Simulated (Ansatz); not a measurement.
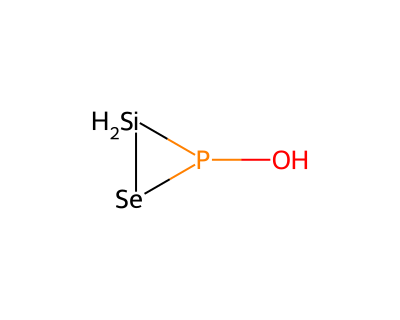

Structural formula above. The computed structure is the end point of a PBE-D4/def2-SVP optimisation. No frequency run is at hand to confirm it as a minimum.

Describe the 3D structure.

It has 7 atoms: 3 hydrogen, 1 oxygen, 1 phosphorus, 1 selenium and 1 silicon (H₃OPSeSi). As SMILES it reads `OP1[SiH2][Se]1`. Independent rings (smallest set): 1 of 3 members. Among its groups: Si–H bond. This geometry has C1 symmetry. Coordination, clear cases only: 1 O bent; 1 P trigonal pyramidal.

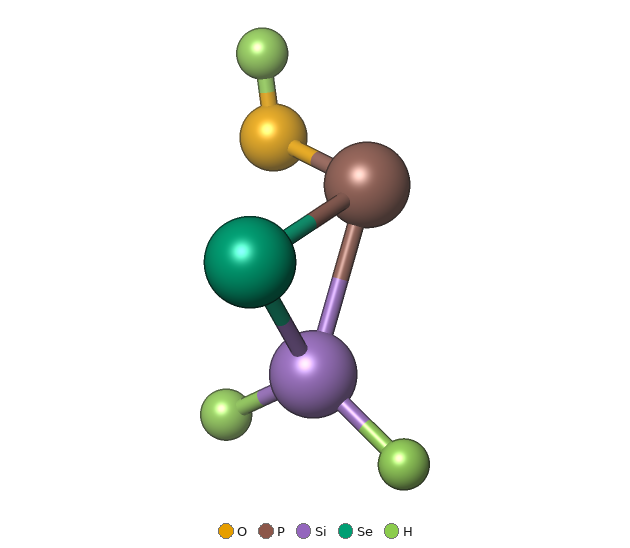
